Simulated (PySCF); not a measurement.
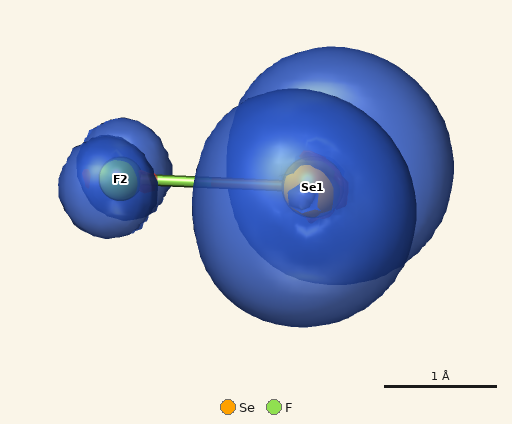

Figure. SeF (doublet). Isosurfaces of the spin density (α minus β) at +0.03 (blue) and −0.03 e/Å³ (red), seen from one side.

Level of theory: PBE0/def2-SVPD, non-relativistic Hamiltonian with scalar-relativistic core potentials where named, at a bond length of 1.766 Å in PySCF.

```xyz
2

Se    0.0000    0.0000   -0.3392
F     0.0000    0.0000    1.4268
```

Where is the unpaired spin?

The unpaired spin (1 electron) lies mostly on Se1 (about 0.9) and F2 (about 0.1), in electrons by Hirshfeld's partition.
